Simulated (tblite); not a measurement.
Run report: C2H8BN2Si, geometry relaxation

- system: C2H8BN2Si, multiplicity 2, SMILES C[Si]1CNBN1
- method: GFN2-xTB geometry optimisation, gas phase (tblite 0.8.0)

It belongs to a series of runs on one base structure; here: H removed from Si.

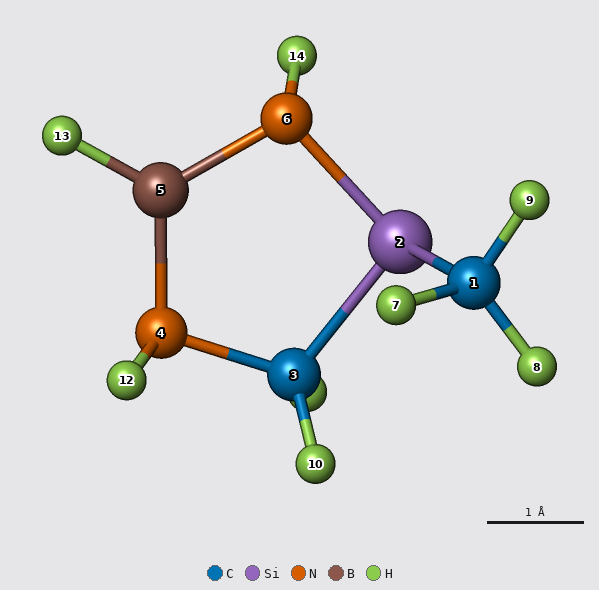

*The input geometry (ball-and-stick view, seen at a tilt; atoms are numbered from 1 in the order of the input).*

Bond lengths as drawn: B–H 1.19 Å, B–N 1.52 to 1.53 Å, C–H 1.10 to 1.12 Å, C–N 1.47 Å, C–Si 1.85 to 1.88 Å, H–N 1.04 to 1.06 Å and N–Si 1.77 Å.

Input file:
```
{"job": {"kind": "relax", "xc": "GFN2-xTB", "basis": "xTB"}, "charge": 0, "multiplicity": 2}
C      2.042400    -0.533700     0.213400
Si     0.556900    -0.206700    -0.898700
C     -0.921500    -1.048000    -0.175100
N     -1.754500    -0.010300     0.452400
B     -1.225500     1.362000     0.059200
N      0.073100     1.484800    -0.731500
H      1.792600    -0.218900     1.248300
H      2.285800    -1.607700     0.202300
H      2.908400     0.049100    -0.151000
H     -0.633200    -1.831500     0.552600
H     -1.510200    -1.515000    -1.004600
H     -1.638100    -0.090400     1.499500
H     -1.807300     2.339400     0.396800
H     -0.169700     1.826500    -1.685700
```

The first line tells a small driver script what to run in tblite; the rest is the geometry in Å.

Run as:
```bash
OMP_NUM_THREADS=1 python <driver script> task.json out
```

Output:
```
step      E/eV     max force
  0    -465.80398    3.139
  1    -466.17452    2.266
  2    -466.48596    1.151
  3    -466.61685    0.983
  4    -466.79733    1.361
  5    -466.90794    1.384
  6    -466.99553    1.081
  7    -467.05352    0.718
  8    -467.08822    0.639
  9    -467.10718    0.578
 10    -467.12703    0.362
 11    -467.13874    0.306
 12    -467.14738    0.303
 13    -467.16033    0.391
 14    -467.17328    0.423
 15    -467.18809    0.379
 16    -467.20202    0.367
 17    -467.21407    0.294
 18    -467.22293    0.325
 19    -467.23147    0.356
 20    -467.23932    0.341
 21    -467.24854    0.288
 22    -467.25733    0.292
 23    -467.26685    0.347
 24    -467.27427    0.257
 25    -467.28287    0.269
 26    -467.28859    0.214
 27    -467.29320    0.248
 28    -467.29742    0.260
 29    -467.30235    0.185
 30    -467.30749    0.192
 31    -467.31183    0.164
 32    -467.31554    0.210
 33    -467.31898    0.188
 34    -467.32209    0.133
 35    -467.32484    0.116
 36    -467.32697    0.095
 37    -467.32875    0.125
 38    -467.33088    0.147
 39    -467.33413    0.186
 40    -467.33887    0.274
 41    -467.34491    0.180
 42    -467.35067    0.188
 43    -467.35418    0.181
 44    -467.35808    0.167
 45    -467.36333    0.181
 46    -467.36766    0.160
 47    -467.37007    0.227
 48    -467.37161    0.122
 49    -467.37295    0.103
 50    -467.37358    0.081
 51    -467.37404    0.062
 52    -467.37435    0.044
 53    -467.37464    0.040
 54    -467.37489    0.038
 55    -467.37518    0.044
 56    -467.37553    0.052
 57    -467.37597    0.052
 58    -467.37641    0.048
 59    -467.37682    0.044
 60    -467.37717    0.046
 61    -467.37756    0.057
 62    -467.37811    0.061
 63    -467.37884    0.069
 64    -467.37958    0.059
 65    -467.38006    0.054
 66    -467.38029    0.043
 67    -467.38044    0.030
 68    -467.38056    0.022
 69    -467.38065    0.022
 70    -467.38069    0.016
 71    -467.38072    0.012
 72    -467.38073    0.010
 73    -467.38075    0.009
```

Trajectory as extended XYZ (Å, eV, eV/Å), 8 of the 74 frames kept, from step=0 to step=73:
```
14
Properties=species:S:1:pos:R:3:forces:R:3 step=0 energy=-465.80398
C     2.0424   -0.5337    0.2134    0.5440   0.1140   0.2730
Si    0.5569   -0.2067   -0.8987    1.5690   0.5100  -0.8050
C    -0.9215   -1.0480   -0.1751   -1.3060  -1.3610  -0.0190
N    -1.7545   -0.0103    0.4524    2.1830   1.9800   1.0800
B    -1.2255    1.3620    0.0592    0.0630  -0.5150   0.0960
N     0.0731    1.4848   -0.7315   -2.7560  -0.9630  -0.7700
H     1.7926   -0.2189    1.2483    0.3870  -0.2210  -0.5250
H     2.2858   -1.6077    0.2023    0.0760   0.5680   0.1300
H     2.9084    0.0491   -0.1510   -0.3610  -0.4640   0.4470
H    -0.6332   -1.8315    0.5526   -0.3720   0.1950  -0.4020
H    -1.5102   -1.5150   -1.0046    0.0280   0.0350   0.8180
H    -1.6381   -0.0904    1.4995   -0.8110   0.1100  -1.5100
H    -1.8073    2.3394    0.3968    0.1960  -0.3900  -0.1060
H    -0.1697    1.8265   -1.6857    0.5590   0.4000   1.2930
14
Properties=species:S:1:pos:R:3:forces:R:3 step=10 energy=-467.12703
C     2.0968   -0.5099    0.2007   -0.1310   0.0300  -0.1370
Si    0.6015   -0.2429   -1.0118   -0.0930  -0.0460   0.1840
C    -0.9156   -1.0815   -0.1388    0.3230   0.1540  -0.0550
N    -1.4574    0.0658    0.5765    0.0090  -0.1010  -0.0290
B    -1.2141    1.3277    0.0329   -0.1040   0.0990   0.0810
N    -0.2292    1.2997   -1.0142    0.0070  -0.1070   0.2270
H     1.8394   -0.2162    1.2183   -0.0920   0.0730  -0.0650
H     2.3475   -1.5679    0.2308    0.0050   0.0120  -0.0540
H     2.9981    0.0276   -0.0749   -0.0270   0.0570  -0.0970
H    -0.6605   -1.8911    0.5467    0.0710   0.0310   0.0040
H    -1.6526   -1.4690   -0.8513   -0.0580  -0.0130   0.0740
H    -1.9619   -0.1522    1.4195   -0.2350   0.1000  -0.1520
H    -1.7689    2.2971    0.4170    0.2080  -0.1420  -0.0920
H    -0.0238    2.1121   -1.5735    0.1190  -0.1480   0.1120
14
Properties=species:S:1:pos:R:3:forces:R:3 step=21 energy=-467.24854
C     2.0818   -0.4862    0.1228    0.0550  -0.0320   0.0330
Si    0.5594   -0.3148   -1.0319    0.1160   0.1090   0.0510
C    -0.9147   -1.0904   -0.0803   -0.0150  -0.1740  -0.1290
N    -1.4848    0.0624    0.5984   -0.0230  -0.1330  -0.2110
B    -1.1704    1.3274    0.0875   -0.0930  -0.2700  -0.0350
N    -0.1449    1.2679   -0.9018    0.0470   0.0450  -0.0320
H     1.7886   -0.1492    1.1193    0.0580  -0.0120  -0.0650
H     2.3779   -1.5300    0.1990    0.0860   0.0630  -0.0060
H     2.9483    0.0954   -0.1829   -0.0750  -0.0650  -0.0480
H    -0.5756   -1.8714    0.6137   -0.1870   0.1770   0.0240
H    -1.6523   -1.5455   -0.7633    0.0220   0.0180   0.2630
H    -2.2524   -0.1494    1.2118   -0.0760   0.0570   0.0770
H    -1.6957    2.3139    0.4184   -0.0180   0.0680   0.0820
H     0.1341    2.0695   -1.4327    0.1030   0.1510  -0.0040
14
Properties=species:S:1:pos:R:3:forces:R:3 step=31 energy=-467.31183
C     2.1106   -0.4839    0.0737    0.0030  -0.0200  -0.0340
Si    0.5347   -0.3517   -1.0147    0.1090   0.1150  -0.0110
C    -0.9565   -1.1154   -0.0641   -0.0490  -0.0340   0.0290
N    -1.6174    0.0577    0.4704   -0.0610  -0.0580   0.0310
B    -1.1962    1.3191    0.0572    0.0210  -0.0540   0.1530
N    -0.0781    1.2667   -0.8270   -0.0710   0.0280  -0.0370
H     1.8498   -0.1163    1.0687    0.1430  -0.0420  -0.0630
H     2.4749   -1.5035    0.1672   -0.0240   0.0400  -0.0170
H     2.9225    0.1252   -0.3169   -0.0480  -0.0380   0.0510
H    -0.6011   -1.7729    0.7390   -0.0450   0.0520   0.0250
H    -1.6605   -1.7038   -0.6658    0.0670   0.0160  -0.0310
H    -2.4072   -0.1234    1.0669   -0.0510  -0.0050   0.0100
H    -1.6671    2.3028    0.4758   -0.0640   0.0710  -0.1030
H     0.2910    2.0988   -1.2526    0.0700  -0.0700  -0.0020
14
Properties=species:S:1:pos:R:3:forces:R:3 step=42 energy=-467.35067
C     2.1855   -0.4987    0.0319    0.0050  -0.0150  -0.0220
Si    0.5379   -0.3384   -0.9217    0.0160   0.1020  -0.0680
C    -0.9756   -1.0954   -0.0068   -0.0210  -0.0200   0.0510
N    -1.7301    0.0663    0.4239    0.0260  -0.0040  -0.1070
B    -1.2747    1.3310    0.0459    0.0780   0.0050   0.0200
N    -0.0744    1.2766   -0.7361   -0.1010  -0.0800   0.1040
H     2.0522   -0.1527    1.0570    0.0710  -0.0320  -0.0300
H     2.5245   -1.5282    0.0530    0.0600  -0.0250   0.0390
H     2.9636    0.1002   -0.4329   -0.0080  -0.0280   0.0410
H    -0.6832   -1.6892    0.8662    0.0880  -0.0450  -0.0120
H    -1.5846   -1.7482   -0.6439   -0.0540   0.0490   0.0450
H    -2.5549   -0.1560    0.9595    0.0010   0.1800  -0.0550
H    -1.7762    2.3380    0.3755   -0.0560  -0.0870  -0.0500
H     0.3894    2.0943   -1.0937   -0.1040   0.0020   0.0450
14
Properties=species:S:1:pos:R:3:forces:R:3 step=52 energy=-467.37435
C     2.2500   -0.5270   -0.0084   -0.0040  -0.0020   0.0080
Si    0.5463   -0.3247   -0.8529   -0.0400   0.0030  -0.0090
C    -0.9894   -1.0826    0.0453    0.0150  -0.0040  -0.0020
N    -1.7937    0.0746    0.3807    0.0250  -0.0170  -0.0250
B    -1.3195    1.3380    0.0380   -0.0180  -0.0040  -0.0100
N    -0.0535    1.2874   -0.6202   -0.0190   0.0350   0.0190
H     2.2171   -0.1952    1.0278   -0.0100  -0.0160   0.0220
H     2.5854   -1.5585   -0.0260   -0.0080  -0.0130  -0.0010
H     2.9971    0.0701   -0.5219    0.0070  -0.0110  -0.0080
H    -0.7087   -1.6352    0.9509    0.0380   0.0230  -0.0020
H    -1.5613   -1.7745   -0.5829   -0.0040  -0.0020   0.0160
H    -2.6784   -0.1183    0.8207    0.0030  -0.0170   0.0010
H    -1.8969    2.3266    0.2751   -0.0040   0.0150  -0.0010
H     0.4047    2.1189   -0.9484    0.0190   0.0110  -0.0080
14
Properties=species:S:1:pos:R:3:forces:R:3 step=63 energy=-467.37884
C     2.2435   -0.5474   -0.0112    0.0190   0.0040  -0.0160
Si    0.5495   -0.2911   -0.8580   -0.0380  -0.0040  -0.0210
C    -0.9662   -1.0663    0.0498   -0.0230  -0.0640   0.0110
N    -1.8010    0.0759    0.3590    0.0170  -0.0340   0.0320
B    -1.3405    1.3477    0.0259   -0.0300  -0.0530   0.0280
N    -0.0584    1.3151   -0.6018    0.0100   0.0160  -0.0140
H     2.2255   -0.2371    1.0315   -0.0340   0.0010   0.0270
H     2.5476   -1.5880   -0.0501   -0.0050  -0.0190  -0.0020
H     3.0073    0.0350   -0.5154    0.0330   0.0060  -0.0120
H    -0.6535   -1.5864    0.9656   -0.0140   0.0480   0.0070
H    -1.5306   -1.7931   -0.5452    0.0390   0.0080  -0.0110
H    -2.6789   -0.1389    0.8044    0.0160   0.0380  -0.0290
H    -1.9425    2.3244    0.2479    0.0050   0.0280   0.0010
H     0.3976    2.1499   -0.9247    0.0020   0.0260  -0.0020
14
Properties=species:S:1:pos:R:3:forces:R:3 step=73 energy=-467.38075
C     2.2381   -0.5555   -0.0197    0.0040  -0.0010  -0.0010
Si    0.5477   -0.2767   -0.8686    0.0000   0.0030  -0.0020
C    -0.9526   -1.0632    0.0565   -0.0030   0.0000   0.0000
N    -1.8013    0.0723    0.3506   -0.0030   0.0030   0.0010
B    -1.3467    1.3476    0.0251    0.0000   0.0000   0.0020
N    -0.0608    1.3275   -0.5974    0.0000  -0.0090   0.0020
H     2.2077   -0.2546    1.0262    0.0020   0.0010   0.0030
H     2.5253   -1.6011   -0.0631   -0.0010  -0.0070   0.0000
H     3.0182    0.0178   -0.5102   -0.0010   0.0050   0.0000
H    -0.6289   -1.5546    0.9835    0.0000   0.0030  -0.0020
H    -1.5024   -1.8101   -0.5251    0.0030   0.0020   0.0030
H    -2.6845   -0.1420    0.7841    0.0010  -0.0020  -0.0070
H    -1.9529    2.3234    0.2440    0.0000   0.0020   0.0060
H     0.3925    2.1689   -0.9080   -0.0020   0.0000  -0.0070
```

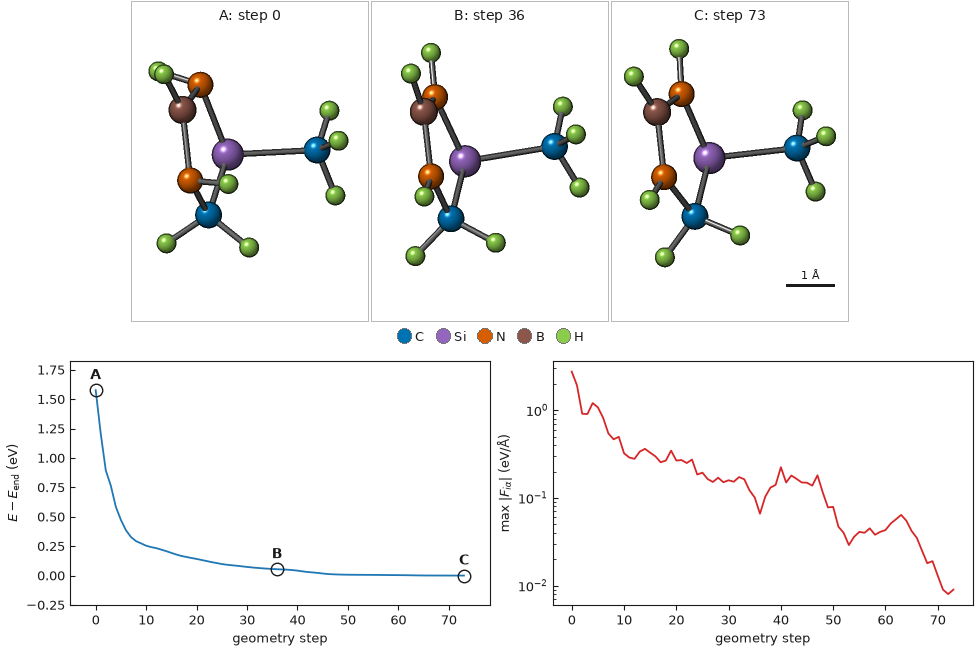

*Frames of the relaxation (ball-and-stick view, seen at a tilt) above the curves, on which the letters mark them (steps are counted from 0).*

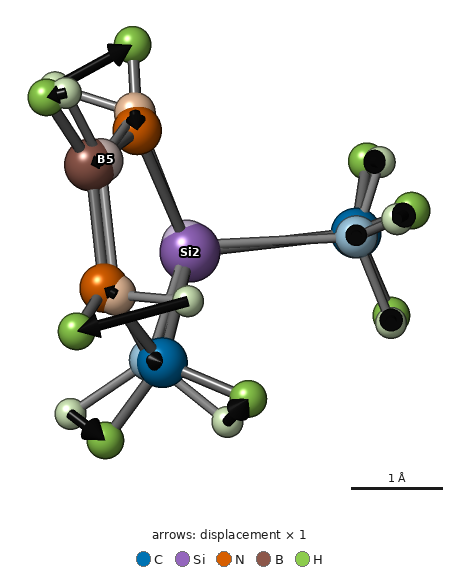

*Start (faint) and end (solid) with the displacements as black arrows, at true length (ball-and-stick view, seen at a tilt). The two geometries are laid on each other by the best rigid fit.*

Over 73 geometry steps the energy falls by 1.577 eV. Largest force component: 2.8 eV/Å at the start, 0.009 eV/Å at the end. H12 moves most after the best rigid fit: 1.28 Å. Largest moves by element: H 1.28 Å, C 0.29 Å, N 0.24 Å, B 0.13 Å, Si 0.08 Å. Among the contacts that change: N4–B5 1.522 → 1.392 Å, B5–N6 1.525 → 1.429 Å, Si2–C3 1.849 → 1.930 Å, N4–H12 1.057 → 1.007 Å. Among the angles that change: B5–N4–H12 106.6° → 125.6°, Si2–N6–H14 106.9° → 124.5°, B5–N6–H14 107.6° → 121.9°. (Atoms are counted from 1 in the order of the input.)

Results in brief:

- outcome: converged
- total energy: −467.3807 eV
- hardware: 1 CPU thread, shared host
- peak memory: 0.18 GiB
